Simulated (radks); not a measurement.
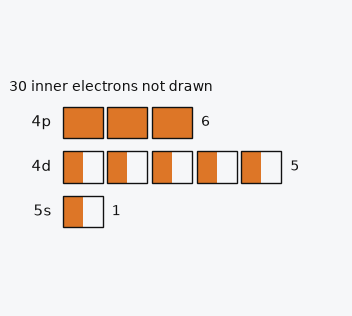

Figure 1. The outer shells as the input fills them: a box for each of the 2l + 1 orbitals, shaded by the share of the shell that is filled, with the electron count at the right.

Atomic calculation, with input and output: Mo

The neutral molybdenum atom in the configuration [Kr] 4d5 5s1 (high spin). Computed at this level: scalar-relativistic Kohn-Sham, r2SCAN, spin-polarised, spherical densities, finite nucleus (the in-house radial solver radks).

The input:
```
Z 42
configuration [Kr] 4d5 5s1
relativity scalar-relativistic
functional r2scan,r2scan
spin polarised
nucleus finite rms 4.4091 fm
c 137.035999084
history 1
mixing 0.2
max_iterations 82
```

Energies in input and log are in hartree, lengths in bohr (the nuclear radius in fm).

Launched within a batch (the task file carries these settings):
```bash
python <driver script> task.json out
```

Output:
```
1s      1   1.0000        -730.02047253
2s      1   1.0000        -103.53264988
2p      1   3.0000         -92.45595411
3s      1   1.0000         -17.79225672
3p      1   3.0000         -14.12892404
3d      1   5.0000          -8.19024571
4s      1   1.0000          -2.45626562
4p      1   3.0000          -1.48774659
4d      1   5.0000          -0.17709294
5s      1   1.0000          -0.17935802
1s      2   1.0000        -730.02123432
2s      2   1.0000        -103.50718065
2p      2   3.0000         -92.43767543
3s      2   1.0000         -17.78379274
3p      2   3.0000         -14.11791319
3d      2   5.0000          -8.16927088
4s      2   1.0000          -2.33355473
4p      2   3.0000          -1.34682144
4d      2   0.0000           0.00016323
5s      2   0.0000          -0.02946792
Etot -4049.3616759920465
Ekin 4175.305968778587
Encl -9759.740258747304
Eh 1659.2411537359503
Exc -124.16853975927958
err 3.840404402683308e-06
it 62
```

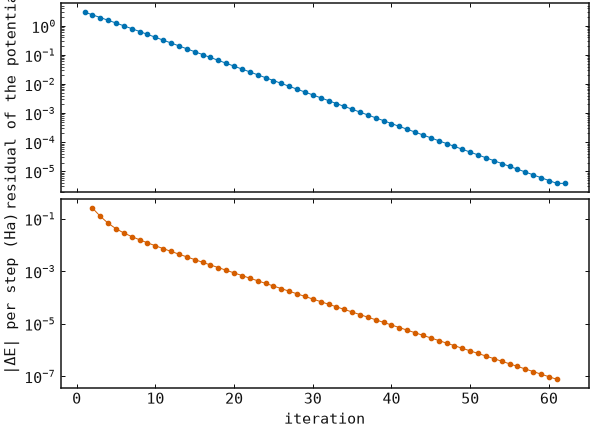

Figure 2. Convergence: residual of the potential and change of the energy from step to step (the smallest changes aren't drawn) against the iteration. The residual falls almost steadily, with no more than small rises or pauses. It goes from 3.0 to 3.8×10⁻⁶ in 62 steps.

What the run reported:

```tsv
quantity	value
outcome	converged
total energy	−4049.3617 hartree
kinetic energy	4175.3060 hartree
electron–nucleus energy	−9759.7403 hartree
Hartree energy	1659.2412 hartree
exchange–correlation energy	−124.168540 hartree
radius at density 0.001 e/bohr³	4.62 bohr
SCF iterations	62
hardware	1 thread of Arm Neoverse N1, 40 GiB of memory available, shared host
wall time	0.95 s
```

What is odd here:

A numerical setting was moved from its usual value: mixing history nhist = 1, mixing factor beta = 0.2. The program ran to the end, and its total energy equals that of the same run with the usual input (−4049.36168 hartree) within 10⁻⁵ hartree, so the oddity leaves no trace in it.
